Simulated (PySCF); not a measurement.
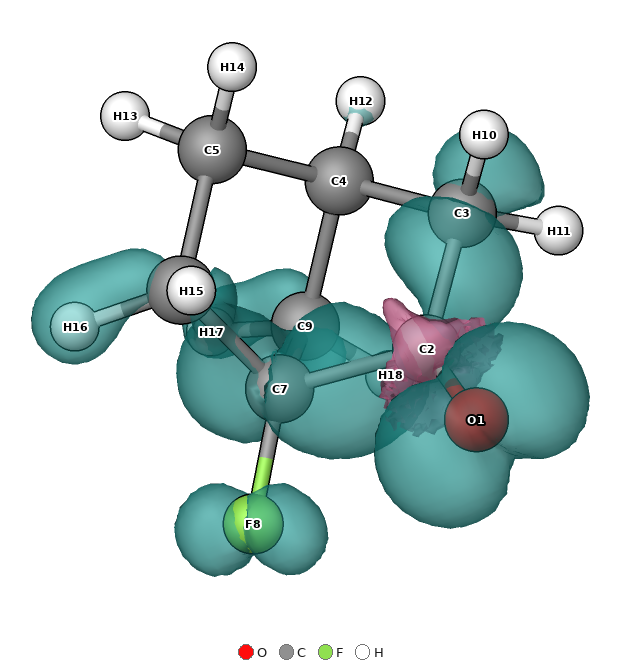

Figure 1: C7H9FO (charge +1, doublet). Isosurfaces of the spin density at +0.02 (teal) and −0.02 e/Å³ (pink), seen at a tilt.

Geometry: GFN2-xTB.

Theory: PySCF 2.14.0, density-fitted response routines, UKS B3LYP, pcH-1 on C F H O, non-relativistic, mean-field spin-orbit, GIAO.

```json
{"atom": "O", "x (Å)": "-1.4923", "y (Å)": "-1.8242", "z (Å)": "-1.3594"}
{"atom": "C", "x (Å)": "-1.0219", "y (Å)": "-1.0731", "z (Å)": "-0.5988"}
{"atom": "C", "x (Å)": "-1.5383", "y (Å)": "-0.0158", "z (Å)": "0.3211"}
{"atom": "C", "x (Å)": "-0.2900", "y (Å)": "0.6292", "z (Å)": "0.9212"}
{"atom": "C", "x (Å)": "0.4328", "y (Å)": "1.3926", "z (Å)": "-0.2030"}
{"atom": "C", "x (Å)": "0.9229", "y (Å)": "0.2775", "z (Å)": "-1.1291"}
{"atom": "C", "x (Å)": "0.5919", "y (Å)": "-0.9854", "z (Å)": "-0.3501"}
{"atom": "F", "x (Å)": "1.1957", "y (Å)": "-2.1044", "z (Å)": "-0.7284"}
{"atom": "C", "x (Å)": "0.6092", "y (Å)": "-0.5951", "z (Å)": "1.1205"}
{"atom": "H", "x (Å)": "-2.1978", "y (Å)": "0.6674", "z (Å)": "-0.2209"}
{"atom": "H", "x (Å)": "-2.1385", "y (Å)": "-0.5294", "z (Å)": "1.0808"}
{"atom": "H", "x (Å)": "-0.4839", "y (Å)": "1.2286", "z (Å)": "1.8073"}
{"atom": "H", "x (Å)": "1.2767", "y (Å)": "1.9469", "z (Å)": "0.2127"}
{"atom": "H", "x (Å)": "-0.2105", "y (Å)": "2.1127", "z (Å)": "-0.7059"}
{"atom": "H", "x (Å)": "0.4978", "y (Å)": "0.3071", "z (Å)": "-2.1352"}
{"atom": "H", "x (Å)": "2.0108", "y (Å)": "0.2919", "z (Å)": "-1.2717"}
{"atom": "H", "x (Å)": "1.6281", "y (Å)": "-0.3673", "z (Å)": "1.4412"}
{"atom": "H", "x (Å)": "0.1986", "y (Å)": "-1.3528", "z (Å)": "1.7862"}
```

Which atoms carry the spin?

Answer. The unpaired spin (1 electron) lies mostly on O1 (about 0.4), C7 (about 0.2), C2 (about 0.1) and C3 (about 0.1), in electrons by Hirshfeld's partition.
